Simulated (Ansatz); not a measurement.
Predicting a hybrid from its neighbours: InCNClF

The species is InCNClF (5 atoms), meant as a singlet with charge 0. SMILES: `N#[C][In]([F])[Cl]`. Geometry: relaxed at PBE0-D4/def2-TZVP.

The electronic atomisation energy y, in eV, basis def2-SVP with a core potential; a is the functional's share of exact exchange. Programs: Ansatz 0.2.0.

```
functional  program     a  y (eV)
       PBE   Ansatz     0   19.81
    r2SCAN   Ansatz     0   18.86
     B3LYP   Ansatz   0.2       ?
   r2SCAN0   Ansatz  0.25   18.02
      PBE0   Ansatz  0.25   18.81
     BHLYP   Ansatz   0.5   17.35
```

Fit y = c + s·a to the known rows and predict B3LYP.


1. Means of the 5 rows: a = 0.2000, y = 18.570.
2. Σ(Δa)² = 0.175, Σ(Δa·Δy) = -0.6875, so the slope is -0.6875/0.175 = -3.9286.
3. Intercept: 18.570 − (-3.9286) × 0.2000 = 19.356. The largest residual of the fit is 0.50.
4. B3LYP: 19.356 + (-3.9286) × 0.2 = 18.57 eV.

The run gave 18.50 eV, so the prediction is off by +0.07 eV, within the largest residual. The rows mix families of semi-local functionals, which the line can't see. Spin-orbit coupling is left out.

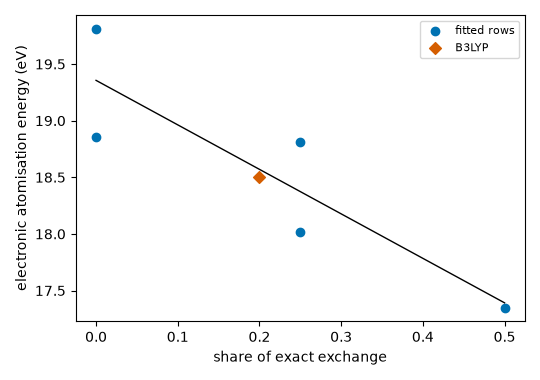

The fitted line, with the withheld row.
